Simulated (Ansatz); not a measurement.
Input file:

```
crystal:
  periodic: [false, false, false]
  atoms:
    - {symbol: F, position_ang: [-1.243107, -0.426294, -1.577231]}
    - {symbol: F, position_ang: [0.256029, 1.938657, -0.147940]}
    - {symbol: O, position_ang: [-0.838169, -0.319615, 1.278935]}
    - {symbol: O, position_ang: [1.319607, -0.741392, -0.286399]}
    - {symbol: W, position_ang: [-0.131943, 0.122534, -0.193399]}
basis:
  gaussian: {orbitals: def2-TZVPD}
output: {forces: true, orbitals: {seedname: orbitals}}
hamiltonian: {xc: {name: PBE0}}
```

Run with:

```sh
ansatz run input.yaml --threads 2 --pin off --max-ram 5220MiB --events-out events.jsonl --progress --plain --runs-dir runs
```

Geometry: PBE0-D4/def2-SVP; core potentials replace the inner electrons of W.

Theory: isolated molecule in a Gaussian basis; Kohn-Sham density functional theory, functional PBE0 in Ansatz.

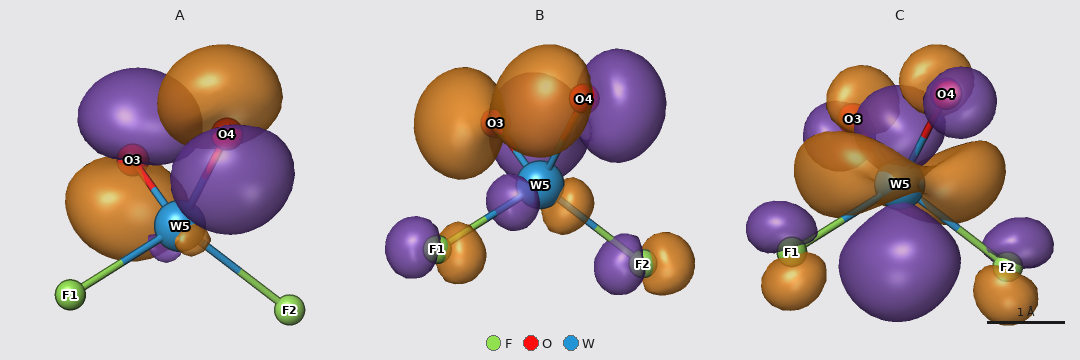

F$_{2}$O$_{2}$W. Three frontier orbitals at ±0.15 Å⁻³ᐟ² (orange and purple are the two phases), in no order.

Which picture is the HOMO−1, the HOMO and the LUMO?

Answer. B is the HOMO−1 (−10.89 eV). It lies mainly on O4 (about 35 %), O3 (about 35 %) and W5 (about 20 %); largely a combination of lone pairs on O4 and O3. A is the HOMO (−9.84 eV). Its weight (Hirshfeld) is mainly on O4 (about 45 %) and O3 (about 45 %); largely a combination of lone pairs on O4 and O3. C is the LUMO (−2.64 eV). It lies mainly on W5 (about 65 %), O4 (about 10 %), O3 (about 10 %), F2 (about 10 %) and F1 (about 10 %).

What is the HOMO–LUMO gap?

Answer. 7.20 eV between the orbital energies.
